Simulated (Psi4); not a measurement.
# HF/STO-3G run of Si2H4F2 (SMILES F[SiH2][SiH2]F)

Aim: the vertical singlet–triplet gap of Si2H4F2 at HF/STO-3G, from 2 runs. 

The results are computed with Psi4 1.11.

1 further run of the same task is left out (set aside as unsound or not needed).

### 1 The system as given

Si2H4F2 has 8 atoms, charge 0, and is taken as a singlet. As SMILES, `F[SiH2][SiH2]F`. The shape is that of a PBE0-D4/def2-TZVP optimisation. This is one conformer, not always the lowest.

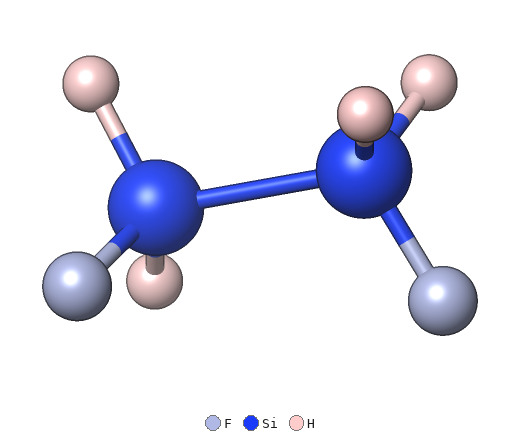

Viewed from a chosen angle; fluorine light blue, silicon blue, hydrogen pink.

### 2 The energy at HF/STO-3G

The input, job.json:

```json
{
  "schema_name": "qcschema_input",
  "schema_version": 1,
  "molecule": {
    "schema_name": "qcschema_molecule",
    "schema_version": 2,
    "symbols": ["F", "Si", "Si", "F", "H", "H", "H", "H"],
    "geometry": [-3.65624211, 2.27863176, -0.51872982, -0.67614401, 2.13180004, 0.0234326, 0.67765579, -2.09684011, 0.08333692, 0.53101304, -3.29190291, -2.70004069, 0.64269585, 3.61731375, -1.95964599, -0.18859467, 3.29511544, 2.53525657, 3.35388593, -2.19964121, 0.93617032, -0.90158833, -3.66965916, 1.78919269],
    "molecular_charge": 0,
    "molecular_multiplicity": 1,
    "fix_symmetry": "c1",
    "fix_com": true,
    "fix_orientation": true
  },
  "driver": "energy",
  "model": {
    "method": "scf",
    "basis": "STO-3G"
  },
  "keywords": {
    "puream": true,
    "e_convergence": 1e-09,
    "d_convergence": 1e-08,
    "scf_type": "pk",
    "scf_properties": ["DIPOLE", "QUADRUPOLE", "LOWDIN_CHARGES"]
  }
}
```

Command:

```
$ psi4 --qcschema job.json -n 1 --memory 2200MB
```

stdout:

```text
[...]
  Running in c1 symmetry.
[...]
  Nuclear repulsion =  221.605032025805230
[...]
  Multiplicity = 1
[...]
  Nalpha       = 25
  Nbeta        = 25
[...]
    Number of basis functions: 32
[...]
   @RHF iter   1:  -769.55072193403055   -2.71779e+00   9.20908e-03 DIIS/ADIIS
[...]
   @RHF iter   9:  -769.64213046745544   -6.48015e-12   7.13538e-09 DIIS
[...]
    Orbital Energies [Eh]
    ---------------------
    Doubly Occupied:
       1A    -68.002383     2A    -68.002276     3A    -25.827370
       4A    -25.827346     5A     -5.989705     6A     -5.988370
       7A     -4.015607     8A     -4.014710     9A     -4.014680
      10A     -4.013279    11A     -4.012777    12A     -4.012563
      13A     -1.435327    14A     -1.434397    15A     -0.709957
      16A     -0.632362    17A     -0.501754    18A     -0.497062
      19A     -0.485970    20A     -0.462796    21A     -0.452944
      22A     -0.433192    23A     -0.385601    24A     -0.381949
      25A     -0.301278
[...]
  @RHF Final Energy:  -769.64213046745544
   => Energetics <=
    Nuclear Repulsion Energy =            221.6050320258052295
    One-Electron Energy =               -1518.8230141270146305
    Two-Electron Energy =                 527.5758516337539277
    Total Energy =                       -769.6421304674554449
[...]
 Multipole Moments:
 ------------------------------------------------------------------------------------
     Multipole            Electronic (a.u.)      Nuclear  (a.u.)        Total (a.u.)
 ------------------------------------------------------------------------------------
 L = 1.  Multiply by 2.5417464519 to convert [e a0] to [Debye]
 Dipole X            :         25.5763907          -25.1994979            0.3768928
 Dipole Y            :          7.7133072           -7.5868725            0.1264347
 Dipole Z            :         24.5741813          -24.1731877            0.4009936
 Magnitude           :                                                    0.5646501
 L = 2.  Multiply by 1.3450342976 to convert [e a0^2] to [Debye ang]
 Quadrupole XX       :       -175.6410986          148.1902025          -27.4508961
 Quadrupole XY       :        134.3248858         -133.1516428            1.1732431
[...]
```

The result, in JSON:

```text
{
 "driver": "energy",
 "model": {
  "method": "scf",
  "basis": "STO-3G"
 },
 "success": true,
 "return_result": -769.6421304674554,
 "properties": {
  "calcinfo_nbasis": 32,
  "calcinfo_nmo": 32,
  "calcinfo_nalpha": 25,
  "calcinfo_nbeta": 25,
  "calcinfo_natom": 8,
  "nuclear_repulsion_energy": 221.60503202580523,
  "return_energy": -769.6421304674554,
  "scf_one_electron_energy": -1518.8230141270146,
  "scf_two_electron_energy": 527.5758516337539,
  "scf_dipole_moment": [0.37689275605116634, 0.12643470364272247, 0.40099359880850827],
  "scf_total_energy": -769.6421304674554,
  "scf_iterations": 9
 }
}
```

Wall time 1.6 s (1 thread of Intel Xeon Platinum 8488C (Sapphire Rapids), shared host); peak memory 0.18 GiB.

### 3 The triplet: energy and gradient at UHF/STO-3G

The input, job.inp:

```
memory 2.2 GB

molecule {
  0 3
  F     -3.65624211     2.27863176    -0.51872982
  Si    -0.67614401     2.13180004     0.02343260
  Si     0.67765579    -2.09684011     0.08333692
  F      0.53101304    -3.29190291    -2.70004069
  H      0.64269585     3.61731375    -1.95964599
  H     -0.18859467     3.29511544     2.53525657
  H      3.35388593    -2.19964121     0.93617032
  H     -0.90158833    -3.66965916     1.78919269
  units au
  symmetry c1
  no_reorient
  no_com
}

set basis STO-3G
set reference uhf
set puream true
set e_convergence 1e-09
set d_convergence 1e-08
set scf_type pk
set maxiter 100

result, w = gradient("hf", return_wfn=True)
```

Command:

```
$ psi4 -i job.inp -o job.out -n 1
```

job.out, shortened:

```text
[...]
  Running in c1 symmetry.
[...]
  Nuclear repulsion =  221.605032025805230
[...]
  Multiplicity = 3
[...]
  Nalpha       = 26
  Nbeta        = 24
[...]
    Number of basis functions: 32
[...]
   @UHF iter   1:  -769.06934240088140   -2.23641e+00   1.00308e-02 DIIS/ADIIS
[...]
   @UHF iter  35:  -769.19924160239498   -1.36424e-12   8.45596e-09 DIIS
[...]
   @S^2 Observed:                2.033775754E+00
[...]
  @UHF Final Energy:  -769.19924160239498
   => Energetics <=
    Nuclear Repulsion Energy =            221.6050320258052295
    One-Electron Energy =               -1518.7218346145295982
    Two-Electron Energy =                 527.9175609863293630
    Total Energy =                       -769.1992416023949772
  UHF NO Occupations:
  HONO-2 :   24  A 1.9854667
  HONO-1 :   25  A 1.0000000
[...]
 Multipole Moments:
 ------------------------------------------------------------------------------------
     Multipole            Electronic (a.u.)      Nuclear  (a.u.)        Total (a.u.)
 ------------------------------------------------------------------------------------
 L = 1.  Multiply by 2.5417464519 to convert [e a0] to [Debye]
 Dipole X            :         25.4688621          -25.1994979            0.2693642
 Dipole Y            :          7.6774024           -7.5868725            0.0905298
 Dipole Z            :         24.4599707          -24.1731877            0.2867830
 Magnitude           :                                                    0.4037291
[...]
  -Total Gradient:
     Atom            X                  Y                   Z
    ------   -----------------  -----------------  -----------------
       1        0.088002054870    -0.003420094062    -0.008529867393
       2       -0.132448472416     0.022518677192     0.020250873840
       3        0.040305091379    -0.053412148334    -0.118167554133
       4       -0.018664242642     0.026653086573     0.082232573066
       5        0.000542223273     0.022907232829    -0.026233431354
       6        0.032309304629     0.002559608606     0.011361210205
       7        0.008015316725     0.010959953785     0.031535073309
       8       -0.018061275821    -0.028766316587     0.007551122461
[...]
```

It took 1.9 s on 1 thread of Intel Xeon Platinum 8488C (Sapphire Rapids), shared host; peak memory 0.18 GiB.

### 4 Results

At HF/STO-3G:

| quantity | value |
| --- | --- |
| singlet: total energy | -769.64213 Eh |
| singlet: dipole moment | 1.44 D |
| singlet: HOMO energy | -8.20 eV |
| singlet: LUMO energy | 10.36 eV |
| singlet: HOMO–LUMO gap | 18.56 eV |
| triplet: total energy | -769.19924 Eh |
| triplet: dipole moment | 1.03 D |
| triplet: ⟨S²⟩ | 2.034 |
| triplet: largest force on an atom | 6.987 eV/Å |
| vertical energy of the triplet above the singlet | 12.052 eV |

What this shows: At this shape the triplet lies 12.05 eV (1163 kJ/mol) above the singlet. In a minimal basis such a difference can be off by several eV, whatever the method.
